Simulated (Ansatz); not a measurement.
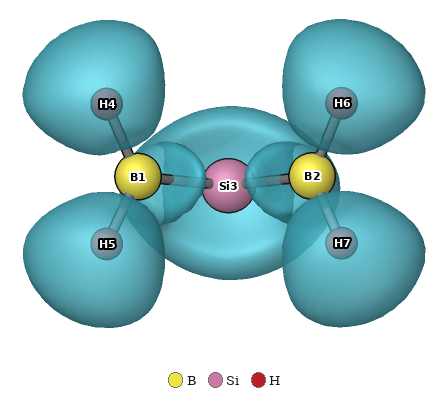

The picture shows: B$_{2}$H$_{4}$Si (SMILES B[Si]B). Isosurface of the electron localisation function at 0.85 (cyan), seen across its widest extent. Only the valence region is drawn (cores and ρ < 0.01 e/Å³ removed).

Geometry: PBE0-D4/def2-TZVP.

Computed with isolated molecule in a Gaussian basis; Kohn-Sham density functional theory, functional PBE0 (Ansatz).

```xyz
7

B    -0.7469   -0.4187    3.3422
B     0.1804    0.3312    1.0857
Si   -0.8279   -1.2196    1.5994
H    -1.6254    0.3004    3.7245
H     0.1264   -0.7119    4.1079
H    -0.3748    1.3118    0.6792
H     1.3777    0.3008    1.0631
```

**Where are the electrons localised?**

The surface consists of four regions around hydrogen nuclei and one region on Si in which the atom's valence shell and bonds are merged. Profiles from the grid: Si–B (1.92 Å): the ELF peaks at about 0.95 between the atoms, as expected for a shared electron pair. B–H (1.20 Å): the ELF climbs to about 1 towards the hydrogen, as it does in any bond to H (an ordinary covalent bond to hydrogen).
